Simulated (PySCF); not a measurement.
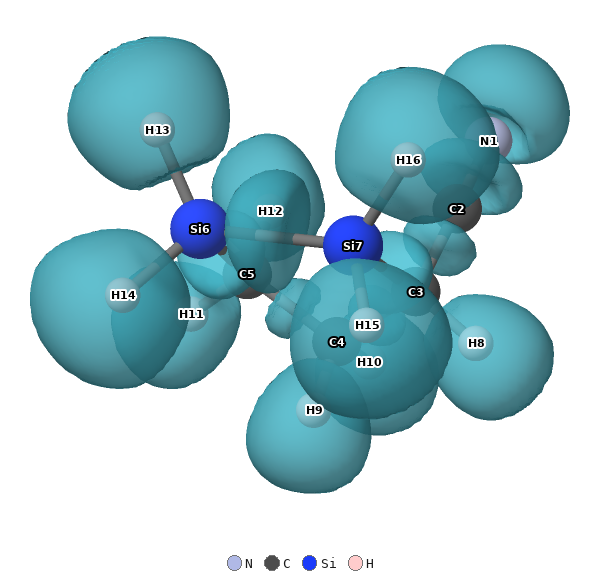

C$_{4}$H$_{9}$NSi$_{2}$. Isosurface of the ELF at 0.8 (cyan), seen from one side. Only the valence region is drawn (cores and ρ < 0.01 e/Å³ removed).

Geometry: GFN2-xTB.

Theory: PySCF 2.14.0, PBE0/pcSseg-1, SCF density, gas phase, non-relativistic.

```yaml
atoms:
  - { symbol: N, position_ang: [-1.9114, -0.8361, 2.2310] }
  - { symbol: C, position_ang: [-1.6381, -0.5697, 1.1505] }
  - { symbol: C, position_ang: [-1.2618, -0.2123, -0.1793] }
  - { symbol: C, position_ang: [-0.1278, -1.1239, -0.6763] }
  - { symbol: C, position_ang: [1.1615, -0.8921, 0.1126] }
  - { symbol: Si, position_ang: [1.5812, 0.9778, 0.1142] }
  - { symbol: Si, position_ang: [-0.6236, 1.6233, -0.1776] }
  - { symbol: H, position_ang: [-2.1429, -0.3314, -0.8163] }
  - { symbol: H, position_ang: [0.0455, -0.9152, -1.7363] }
  - { symbol: H, position_ang: [-0.4332, -2.1721, -0.5940] }
  - { symbol: H, position_ang: [1.9598, -1.5045, -0.3070] }
  - { symbol: H, position_ang: [1.0098, -1.2341, 1.1387] }
  - { symbol: H, position_ang: [2.2651, 1.3554, 1.3531] }
  - { symbol: H, position_ang: [2.4818, 1.2906, -1.0042] }
  - { symbol: H, position_ang: [-1.0241, 2.1877, -1.4746] }
  - { symbol: H, position_ang: [-1.3493, 2.3655, 0.8539] }
```

Q: Identify the bonds, lone pairs and shells in this picture.

A: The surface consists of three regions between bonded C–C atoms (shared pairs), one region between bonded C–N atoms (shared pairs), two regions between bonded C–Si atoms (shared pairs), one region between bonded Si–Si atoms (shared pairs), nine regions around hydrogen nuclei and one lobe on N, pointing away from the bonds (lone pairs). Profiles from the grid: C–N (1.15 Å): the ELF peaks at about 0.85 between the atoms; a short, multiple covalent bond. C–C (1.43 Å): the ELF peaks at about 0.95 between the atoms (a covalent bond).
